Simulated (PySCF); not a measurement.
H3AlCl2O2, singlet, CAM-B3LYP/def2-SVP optimised geometry. Atoms within 1.6 Å of the plane z = 0.0 Å (x, y, z in Å): Al1 (-0.58, -0.29, 0.00), Cl2 (1.52, -0.29, 0.00), Cl3 (-1.52, -1.96, 0.91), O4 (-1.42, 1.21, 0.00), H5 (-1.29, 1.96, 0.59).

Method: CAM-B3LYP/def2-TZVP (PySCF 2.14.0). Cells within 0.4 Å of a nucleus heavier than hydrogen are left out (blank, or x).

Map of the log10 of the electron density (e/bohr³), floored at −4 on the plane z = 0.0 Å:

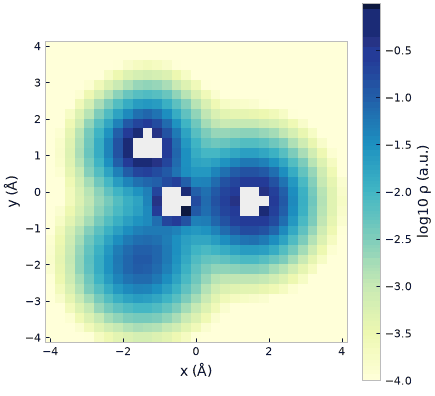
Log10 of the electron density (e/bohr³), floored at −4 on the plane z = 0.0 Å.
